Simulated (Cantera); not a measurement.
Feed: 1 mol FeS, 0.072 mol H₂S, 29 mol N₂, equilibrated at 100000 Pa.

These are equilibrium values from Cantera (NASA tables, ideal gas, pure condensed phases), not measurements of a reactor. Candidate condensed phases: Fe, FeS, FeS₂, S; 16 gas species. FeS: taken at fixed stoichiometry. Gases not in the tables: S₃ to S₇. Kinetics and transport are ignored.

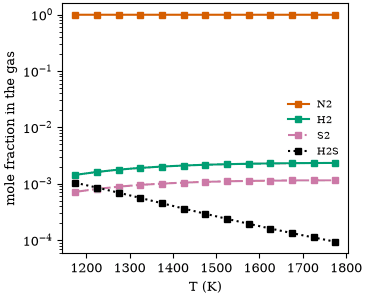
Equilibrium gas composition (values under 1e-9 drawn at 1e-9)

Problem. Read off the mole fractions at 1775 K.

Solution. N₂ about 1.00, H₂ about 0.0023, S₂ about 0.0012, H₂S about 9.4e-5.
